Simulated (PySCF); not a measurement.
SMILES [Si](O)(OC)(O)O, CAM-B3LYP/def2-SVP optimised geometry. Atoms within 1.6 Å of the plane z = 1.2 Å (x, y, z in Å): C1 (1.15, -0.60, 1.11), O2 (0.33, -0.87, 0.00), Si3 (-1.31, -0.87, 0.00), O4 (-2.03, 0.61, 0.00), O6 (-1.77, -1.61, 1.39), H7 (1.27, 0.48, 1.27), H8 (2.15, -1.03, 0.91), H9 (0.75, -1.05, 2.03), H12 (-2.65, -1.40, 1.73).

Calculation: CAM-B3LYP/def2-TZVP in PySCF. Cells within 0.4 Å of a nucleus heavier than hydrogen are left out (blank, or x).

Map of the Laplacian of the electron density (e/bohr⁵), clipped to [-1.50, 1.50] on the plane z = 1.2 Å:

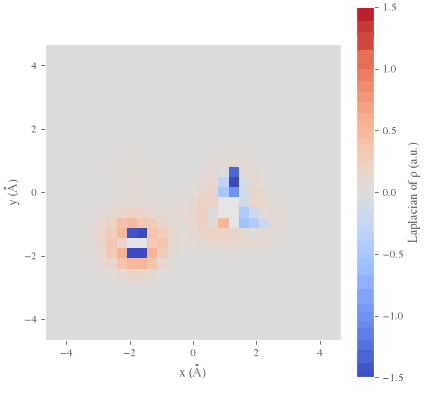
*Laplacian of the electron density (e/bohr⁵), clipped to [-1.50, 1.50] on the plane z = 1.2 Å.*
